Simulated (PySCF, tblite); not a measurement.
# C₄₆H₄₈B₂S₂: electronic excitations, NMR shifts, part 2 of 2

tblite 0.8.0 and PySCF 2.14.0. Atoms count from 0.

## (4) NMR shifts: GIAO KT3/pcSseg-1

What the job is given:

```
{"job": {"kind": "nmr", "xc": "KT3", "basis": "pcSseg-1", "pop": false}, "charge": 0, "multiplicity": 1}
C      7.909272    -4.288879     3.310307
C      7.146775    -3.292543     2.491632
C      7.440112    -3.101422     1.148829
C      6.783294    -2.146685     0.392380
C      7.147416    -1.990832    -1.055711
C      5.782349    -1.345597     0.969510
B      5.040305    -0.261613     0.116386
C      3.496172    -0.244786     0.082363
C      2.676611     0.829511    -0.106918
C      1.289745     0.531143    -0.085786
C      0.209001     1.396368    -0.244994
C     -1.058575     0.857348    -0.217429
S     -2.558393     1.719887    -0.406082
C     -3.496532     0.244394    -0.194266
B     -5.040759     0.262109    -0.227985
C     -5.782965     1.345912    -1.081275
C     -6.783501     2.147476    -0.504050
C     -7.147136     1.991939     0.944247
C     -7.440088     3.102506    -1.260422
C     -7.146657     3.293710    -2.603140
C     -7.908470     4.290376    -3.422151
C     -6.158392     2.507885    -3.172164
C     -5.478642     1.548872    -2.435446
C     -4.437871     0.732952    -3.150850
C     -5.803425    -0.824386     0.607914
C     -5.526712    -1.030256     1.968289
C     -4.505042    -0.211995     2.709094
C     -6.219138    -1.993658     2.687310
C     -7.194438    -2.780076     2.095876
C     -7.964395    -3.785334     2.896529
C     -7.466479    -2.580137     0.750268
C     -6.796071    -1.620722     0.010472
C     -7.146067    -1.452855    -1.439722
C     -2.676884    -0.829735    -0.004260
C     -1.290060    -0.531083    -0.024517
C     -0.209346    -1.396460     0.133892
C      1.058192    -0.857297     0.106960
S      2.557967    -1.720175     0.294298
C      5.803139     0.825580    -0.718391
C      6.795406     1.621955    -0.120357
C      7.144034     1.453309     1.330018
C      7.466679     2.580748    -0.860127
C      7.195392     2.780714    -2.205860
C      7.966101     3.785754    -3.006017
C      6.220078     1.994559    -2.797688
C      5.526893     1.031652    -2.078745
C      4.505513     0.213210    -2.819861
C      5.477922    -1.548679     2.323685
C      4.437236    -0.733224     3.040003
C      6.158148    -2.507320     3.060519
H      8.259075    -5.114261     2.694597
H      8.781962    -3.809633     3.756534
H      7.295611    -4.684187     4.116427
H      8.207505    -3.705650     0.684948
H      7.576003    -1.006507    -1.236765
H      6.268028    -2.090454    -1.688489
H      7.873911    -2.744229    -1.351800
H      3.061707     1.824372    -0.253778
H      0.365455     2.453853    -0.389274
H     -6.267306     2.092289     1.576381
H     -7.873901     2.745182     1.240237
H     -7.575256     1.007506     1.126189
H     -8.206801     3.707314    -0.796023
H     -8.777329     3.809825    -3.874414
H     -7.292104     4.690187    -4.223977
H     -8.264135     5.112679    -2.805664
H     -5.912571     2.637536    -4.217469
H     -3.509910     1.301102    -3.221034
H     -4.226588    -0.199851    -2.635709
H     -4.765791     0.506276    -4.164173
H     -3.558410    -0.750927     2.756037
H     -4.836029    -0.030506     3.730449
H     -4.322972     0.743833     2.227236
H     -5.994430    -2.128232     3.736856
H     -7.356194    -4.191574     3.701665
H     -8.312123    -4.602370     2.268373
H     -8.838375    -3.308931     3.343203
H     -8.226713    -3.180793     0.269742
H     -7.857659    -2.214003    -1.752258
H     -7.589617    -0.473444    -1.610598
H     -6.260068    -1.527457    -2.066147
H     -3.061812    -1.824689     0.142355
H     -0.365736    -2.454330     0.275438
H      7.855857     2.213681     1.643668
H      6.257514     1.528044     1.955647
H      7.586581     0.473447     1.500762
H      8.227050     3.181166    -0.379529
H      8.312524     4.602987    -2.377491
H      8.840977     3.309752    -3.451227
H      7.359150     4.191534    -3.812266
H      5.995807     2.128849    -3.847311
H      4.323865    -0.742722    -2.337944
H      4.836698     0.032035    -3.841262
H      3.558668     0.751853    -2.866616
H      3.509427    -1.301630     3.111670
H      4.766586    -0.506541     4.052962
H      4.224834     0.199507     2.525076
H      5.912598    -2.636235     4.106022
```

Method: GIAO KT3/pcSseg-1 NMR shielding, non-relativistic, gas phase.

Standard output:

```text
start: PBE on a coarse grid of 79201 points
cycle   1  E = -2623.9445346316  dE =  7.075e+00  |g| = 1.467e+00  |ddm| = 1.089e+01
cycle   2  E = -2623.3100963950  dE =  6.344e-01  |g| = 2.080e+00  |ddm| = 4.770e+00
cycle   3  E = -2624.4863572715  dE = -1.176e+00  |g| = 4.847e-01  |ddm| = 3.593e+00
cycle   4  E = -2624.5472802540  dE = -6.092e-02  |g| = 1.738e-01  |ddm| = 9.005e-01
cycle   5  E = -2624.5536817610  dE = -6.402e-03  |g| = 8.904e-02  |ddm| = 3.128e-01
cycle   6  E = -2624.5557314682  dE = -2.050e-03  |g| = 3.240e-02  |ddm| = 1.566e-01
cycle   7  E = -2624.5559920988  dE = -2.606e-04  |g| = 1.263e-02  |ddm| = 5.474e-02
cycle   8  E = -2624.5560335227  dE = -4.142e-05  |g| = 4.064e-03  |ddm| = 1.759e-02
final grid: 709285 points
cycle   9  E = -2663.9082680241  dE = -1.248e-01  |g| = 1.886e-01  |ddm| = 1.863e+00
cycle  10  E = -2663.9036369569  dE =  4.631e-03  |g| = 1.781e-01  |ddm| = 3.729e-01
cycle  11  E = -2663.9065700258  dE = -2.933e-03  |g| = 1.223e-01  |ddm| = 4.183e-01
cycle  12  E = -2663.9111368339  dE = -4.567e-03  |g| = 2.948e-02  |ddm| = 2.046e-01
cycle  13  E = -2663.9113686396  dE = -2.318e-04  |g| = 9.557e-03  |ddm| = 4.911e-02
cycle  14  E = -2663.9113950172  dE = -2.638e-05  |g| = 2.844e-03  |ddm| = 1.653e-02
cycle  15  E = -2663.9113988925  dE = -3.875e-06  |g| = 1.225e-03  |ddm| = 4.698e-03
cycle  16  E = -2663.9113955216  dE =  3.371e-06  |g| = 4.322e-04  |ddm| = 1.922e-03
cycle  17  E = -2663.9113972294  dE = -1.708e-06  |g| = 1.036e-04  |ddm| = 7.321e-04
cycle  18  E = -2663.9113953596  dE =  1.870e-06  |g| = 3.070e-05  |ddm| = 2.546e-04
converged SCF energy = -2663.9113953596

GIAO shielding tensors (ppm)
atom      isotropic    diamagn.    paramagn.     s11        s22        s33       span
  0 C      160.457     238.924     -78.466    139.242    154.075    188.055     48.813
  1 C       51.017     271.493    -220.475    -38.071     22.095    169.027    207.098
  2 C       63.733     239.848    -176.114    -23.768     74.130    140.838    164.607
  3 C       49.625     257.397    -207.773    -40.076     22.205    166.745    206.822
  4 C      158.288     248.808     -90.520    138.212    157.840    178.814     40.602
  5 C       49.989     270.730    -220.741    -19.101      5.239    163.830    182.930
  6 B       43.265     203.317    -160.052      1.919     17.330    110.547    108.628
  7 C       31.968     279.951    -247.982    -43.413     12.063    127.255    170.669
  8 C       57.079     262.563    -205.485     -7.276     44.193    134.319    141.594
  9 C       52.617     264.757    -212.140     -8.859     22.200    144.510    153.369
 10 C       71.356     258.670    -187.314    -10.192     61.305    162.956    173.148
 11 C       45.765     275.096    -229.330    -14.513     15.510    136.298    150.811
 12 S      325.708    1076.180    -750.472    207.459    360.145    409.520    202.062
 13 C       31.975     279.950    -247.975    -43.390     12.060    127.255    170.645
 14 B       43.267     203.319    -160.052      1.914     17.348    110.540    108.626
 15 C       49.994     270.857    -220.863    -19.130      5.285    163.828    182.958
 16 C       49.594     257.316    -207.722    -40.095     22.154    166.723    206.819
 17 C      158.269     248.979     -90.709    138.207    157.820    178.781     40.574
 18 C       63.726     239.834    -176.108    -23.763     74.174    140.768    164.530
 19 C       50.999     271.528    -220.529    -38.097     22.075    169.018    207.116
 20 C      160.456     238.741     -78.285    139.243    154.067    188.058     48.815
 21 C       62.600     249.219    -186.619    -28.023     68.888    146.936    174.959
 22 C       48.354     257.755    -209.401    -44.720     22.411    167.371    212.091
 23 C      157.294     261.919    -104.626    139.578    155.282    177.021     37.444
 24 C       50.161     268.374    -218.213    -19.200      6.897    162.787    181.987
 25 C       47.913     258.895    -210.981    -45.350     22.764    166.326    211.676
 26 C      155.477     261.625    -106.149    137.994    157.429    171.008     33.014
 27 C       62.398     251.098    -188.700    -28.178     69.094    146.278    174.456
 28 C       50.872     271.383    -220.510    -38.101     21.782    168.936    207.036
 29 C      160.440     239.995     -79.555    139.290    154.087    187.942     48.652
 30 C       63.475     241.061    -177.586    -24.281     74.212    140.495    164.776
 31 C       48.694     258.076    -209.382    -41.006     21.047    166.040    207.047
 32 C      157.955     248.211     -90.256    137.899    157.640    178.326     40.427
 33 C       57.091     262.550    -205.459     -7.271     44.209    134.334    141.605
 34 C       52.606     264.752    -212.146     -8.876     22.192    144.504    153.380
 35 C       71.354     258.671    -187.317    -10.205     61.317    162.949    173.155
 36 C       45.760     275.082    -229.322    -14.519     15.497    136.302    150.821
 37 S      325.758    1076.158    -750.400    207.504    360.212    409.557    202.052
 38 C       50.168     268.503    -218.335    -19.221      6.937    162.787    182.008
 39 C       48.691     257.989    -209.298    -41.009     21.035    166.046    207.056
 40 C      157.981     248.387     -90.406    137.961    157.643    178.339     40.377
 41 C       63.501     240.976    -177.474    -24.242     74.183    140.563    164.804
 42 C       50.878     271.404    -220.526    -38.096     21.790    168.940    207.036
 43 C      160.454     239.827     -79.374    139.309    154.093    187.960     48.651
 44 C       62.401     250.789    -188.388    -28.172     69.100    146.277    174.449
 45 C       47.923     258.708    -210.785    -45.343     22.787    166.327    211.670
 46 C      155.438     261.369    -105.930    137.960    157.410    170.945     32.985
 47 C       48.338     257.847    -209.509    -44.757     22.420    167.350    212.107
 48 C      157.296     262.110    -104.813    139.596    155.264    177.029     37.433
 49 C       62.580     249.526    -186.945    -28.047     68.948    146.841    174.888
 50 H       29.489      22.709       6.780     24.711     28.829     34.926     10.215
 51 H       29.037      15.951      13.086     25.391     26.328     35.391     10.001
 52 H       29.488      27.208       2.279     24.570     29.055     34.837     10.267
 53 H       24.972      33.373      -8.402     21.277     23.839     29.799      8.522
 54 H       29.244      27.623       1.622     22.438     29.152     36.143     13.705
 55 H       29.511      38.615      -9.104     24.657     30.745     33.131      8.474
 56 H       30.093      25.770       4.323     24.782     29.277     36.220     11.438
 57 H       24.237      49.433     -25.196     19.296     23.522     29.892     10.596
 58 H       23.411      45.397     -21.987     16.217     23.329     30.686     14.469
 59 H       29.508      38.863      -9.355     24.655     30.741     33.127      8.472
 60 H       30.092      25.936       4.156     24.783     29.276     36.218     11.435
 61 H       29.239      27.773       1.467     22.430     29.144     36.145     13.714
 62 H       24.971      33.399      -8.428     21.279     23.841     29.794      8.515
 63 H       29.036      15.779      13.257     25.392     26.326     35.391      9.999
 64 H       29.481      27.016       2.465     24.563     29.044     34.836     10.273
 65 H       29.495      22.665       6.830     24.718     28.839     34.927     10.209
 66 H       24.838      38.704     -13.866     21.053     23.130     30.330      9.277
 67 H       29.074      47.079     -18.005     23.067     31.030     33.124     10.056
 68 H       29.641      44.470     -14.829     25.179     28.935     34.808      9.629
 69 H       29.627      35.228      -5.601     24.813     28.554     35.513     10.700
 70 H       29.335      47.880     -18.545     23.210     30.914     33.880     10.670
 71 H       29.654      35.708      -6.055     24.811     28.589     35.561     10.750
 72 H       29.797      44.063     -14.265     25.525     29.043     34.824      9.299
 73 H       24.832      39.569     -14.737     21.116     23.115     30.265      9.149
 74 H       29.470      28.578       0.892     24.568     29.041     34.802     10.234
 75 H       29.488      23.876       5.612     24.755     28.825     34.885     10.129
 76 H       29.016      16.469      12.546     25.377     26.316     35.354      9.977
 77 H       24.941      33.763      -8.822     21.283     23.760     29.782      8.499
 78 H       30.076      26.170       3.905     24.739     29.343     36.145     11.405
 79 H       29.265      26.779       2.486     22.456     29.262     36.078     13.622
 80 H       29.524      38.563      -9.039     24.552     30.796     33.224      8.673
 81 H       24.239      49.386     -25.147     19.299     23.525     29.893     10.594
 82 H       23.410      45.381     -21.970     16.219     23.327     30.685     14.466
 83 H       30.079      26.337       3.742     24.743     29.343     36.151     11.408
 84 H       29.526      38.831      -9.305     24.557     30.795     33.225      8.668
 85 H       29.266      26.944       2.322     22.453     29.251     36.093     13.641
 86 H       24.943      33.770      -8.827     21.284     23.764     29.781      8.497
 87 H       29.489      23.843       5.646     24.754     28.826     34.886     10.132
 88 H       29.018      16.285      12.732     25.379     26.318     35.356      9.977
 89 H       29.473      28.386       1.087     24.571     29.042     34.806     10.235
 90 H       24.833      39.393     -14.560     21.117     23.118     30.264      9.147
 91 H       29.792      43.894     -14.102     25.519     29.036     34.821      9.302
 92 H       29.652      35.385      -5.733     24.810     28.588     35.558     10.748
 93 H       29.333      47.689     -18.356     23.207     30.914     33.878     10.671
 94 H       29.075      47.201     -18.127     23.073     31.035     33.117     10.044
 95 H       29.625      35.541      -5.916     24.810     28.554     35.510     10.700
 96 H       29.643      44.625     -14.983     25.182     28.937     34.809      9.627
 97 H       24.837      38.881     -14.044     21.053     23.130     30.330      9.276
```

It took 64 s on 8 threads of Intel Xeon Platinum 8488C, shared host; peak memory 4.3 GiB.

Shifts follow as δ = σ(reference) − σ, with reference shieldings (ppm) from runs at the same level and on the same kind of geometry: $^{1}$H TMS 31.76, $^{13}$C TMS 184.7, $^{11}$B BF3·OEt2 100.0. The references are single molecules in the gas phase. Atoms listed in one row are averaged.

```tsv
atoms	environment	σ (ppm)	δ (ppm)
C7, C13	substituted aromatic carbon next to the ring sulfur	32.0	152.7
C11, C36	ring-fusion aromatic carbon	45.8	138.9
C3, C16, C22, C25, C31 and 3 more	substituted aromatic carbon	48.6	136.0
C5, C15, C24, C38	substituted aromatic carbon	50.1	134.6
C1, C19, C28, C42	substituted aromatic carbon	50.9	133.7
C9, C34	ring-fusion aromatic carbon	52.6	132.1
C8, C33	aromatic CH	57.1	127.6
C2, C18, C21, C27, C30 and 3 more	aromatic CH	63.1	121.6
C10, C35	aromatic CH	71.4	113.3
C4, C17, C23, C26, C32 and 3 more	methyl carbon on an aromatic ring	157.2	27.4
C0, C20, C29, C43	methyl carbon on an aromatic ring	160.5	24.2
H58, H82	hydrogen on an aromatic CH	23.41	8.35
H57, H81	hydrogen on an aromatic CH	24.24	7.52
H53, H62, H66, H73, H77 and 3 more	hydrogen on an aromatic CH	24.90	6.86
H50, H51, H52, H63, H64 and 7 more	hydrogen on a methyl carbon on an aromatic ring	29.33	2.42
H54, H55, H56, H59, H60 and 19 more	hydrogen on a methyl carbon on an aromatic ring	29.57	2.19
B6, B14	boron bonded to 3 C	43.3	56.7
S12, S37	aromatic ring sulfur	326	–
```

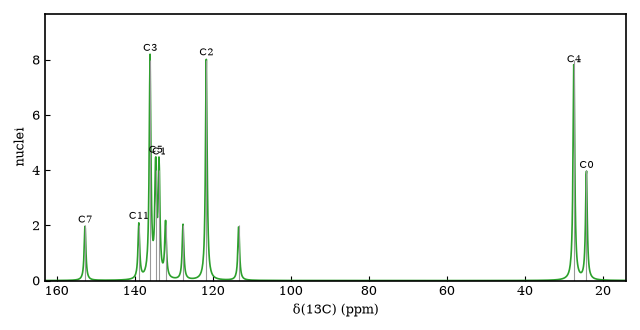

$^{13}$C lines at the computed shifts, without couplings. Lines are broadened to a width of 0.51 ppm (Lorentzian).

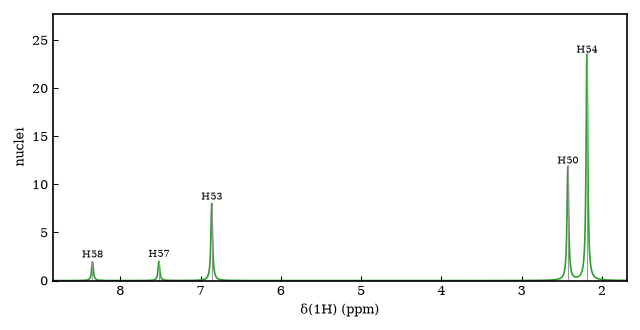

$^{1}$H lines at the computed shifts, without couplings. Lines are broadened to a width of 0.02 ppm (Lorentzian).

Ring of atoms C1, C2, C3, C5, C47, C49: NICS(0) -6.7, NICS(1) -9.1, NICS(1)zz -22.9 ppm (means of both faces).

Ring of atoms C7, C8, C9, C36, S37: NICS(0) -9.2, NICS(1) -9.0, NICS(1)zz -20.0 ppm (means of both faces).

Ring of atoms C9, C10, C11, C34, C35, C36: NICS(0) -9.6, NICS(1) -11.1, NICS(1)zz -26.5 ppm (means of both faces).

## (5) Summary of results

What follows sums up all 2 parts.

| quantity | value |
| --- | --- |
| lowest singlet (wB97X-D/6-31G*) | 3.56 eV (348 nm), f = 0.742 |
| lowest triplet | 2.39 eV |
| $^{13}$C shifts against TMS (KT3/pcSseg-1, means over atoms taken as alike) | 152.7, 138.9, 136.0, 134.6, 133.7, 132.1, 127.6, 121.6, 113.3, 27.4, 24.2 ppm |
| $^{1}$H shifts against TMS (KT3/pcSseg-1, means over atoms taken as alike) | 8.35, 7.52, 6.86, 2.42, 2.19 ppm |
| $^{11}$B shifts against BF3·OEt2 (KT3/pcSseg-1, means over atoms taken as alike) | 56.7 ppm |
| shieldings of S (KT3/pcSseg-1, a mean where the table joins atoms) | S12 325.7 ppm |

**Reading.** The lowest singlet, at 3.56 eV, is HOMO→LUMO 0.88 and is bright. The lowest triplet lies 1.16 eV below the lowest singlet. NICS(1)zz of -23 ppm above the planar ring from C1 marks a diatropic (aromatic) ring current. NICS(1)zz of -20 ppm above the planar ring from C7 marks a diatropic (aromatic) ring current. NICS(1)zz of -26 ppm above the planar ring from C9 marks a diatropic (aromatic) ring current.
